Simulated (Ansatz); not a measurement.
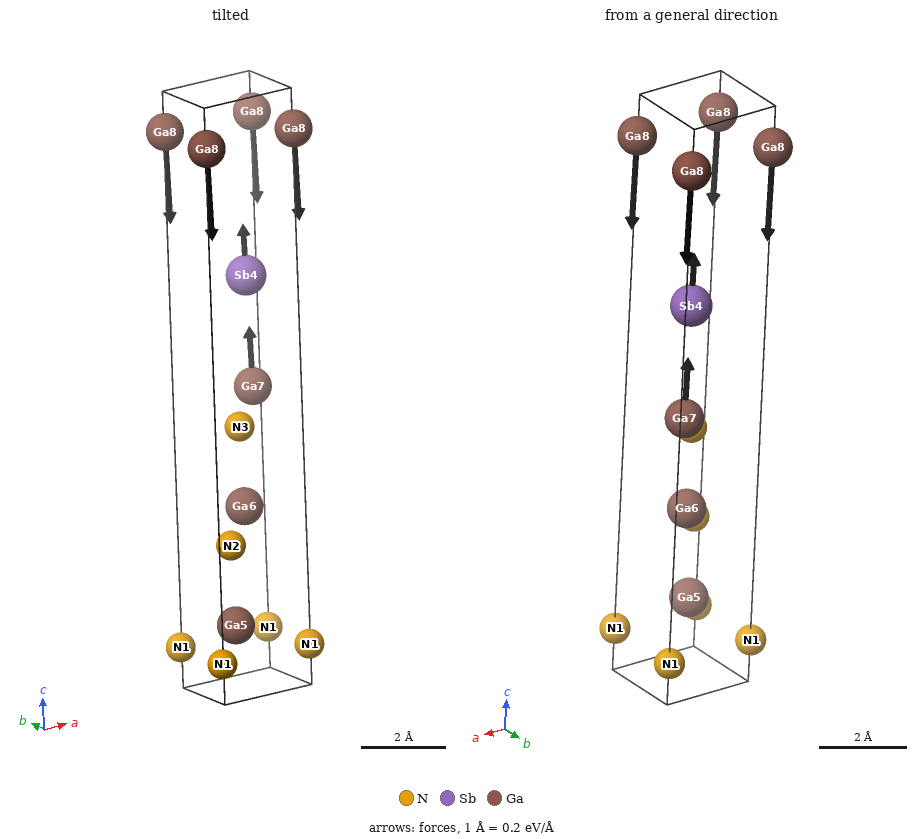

An orthographic spheres-only view of the structure, slightly off an axis and from a general direction. Lines trace the edges of the cell (the run's own, in a reduced setting). The arrows are the computed forces on the atoms.

System: Ga4SbN3. Level of theory and settings: DFT, PBE with spin-orbit coupling, plane waves, PAW (Ansatz 0.2.0), a 420 eV plane-wave basis, k-points about 0.23 Å⁻¹ apart, Fermi-Dirac smearing of 0.02 eV, no moments seeded, so the run stays non-magnetic, spinor wavefunctions.

Could this be the end point of a relaxation?

No. The atoms still feel forces of up to about 0.37 eV/Å, far above a usual threshold of 0.01 to 0.03 eV/Å.

Which atom carries the strongest force?

Ga8, about 0.37 eV/Å.

It derives from a structure type filled with these elements by a generator (whether the compound takes this form wasn't checked). Earlier steps of the study, as a rule a relaxation of our own, may have changed the cell and positions, so they can lie some per cent off the listed ones. An electronic-structure calculation with Ansatz was run on it.
